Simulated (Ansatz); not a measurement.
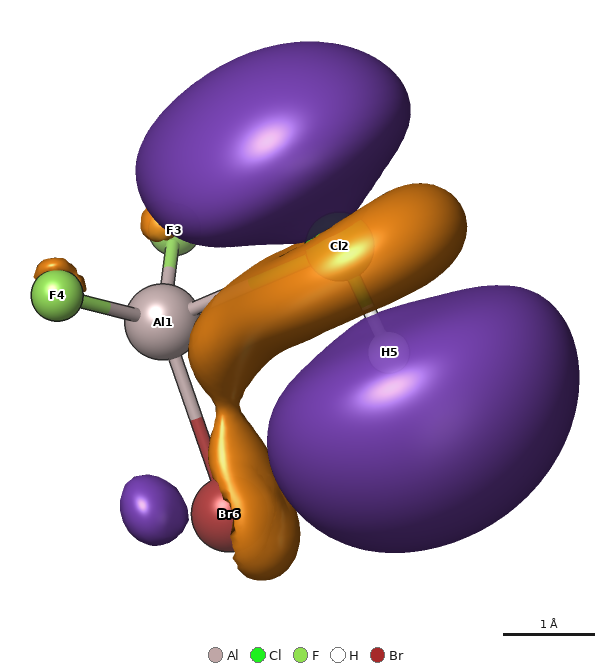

Figure. AlBrClF₂H. The LUMO at ±0.06 Å⁻³ᐟ² (orange and purple are the two phases), seen at a tilt.

The product side of a reaction path; geometry: PBE0-D4/def2-TZVP.

Theory: Ansatz, RKS PBE0-D4/def2-TZVPP.

```xyz
6

Al   -0.1739   -0.6934    0.3123
Cl   -0.6519    1.5941   -0.5564
F    -1.1132   -1.5366   -0.7352
F    -0.7166   -0.4740    1.8446
H     0.6008    1.7593   -0.8170
Br    2.0549   -0.6495   -0.0484
```

Describe this orbital and give its energy.

By Hirshfeld shares it lies mainly on Cl2 (about 45 %) and H5 (about 40 %). Its energy is −1.11 eV.
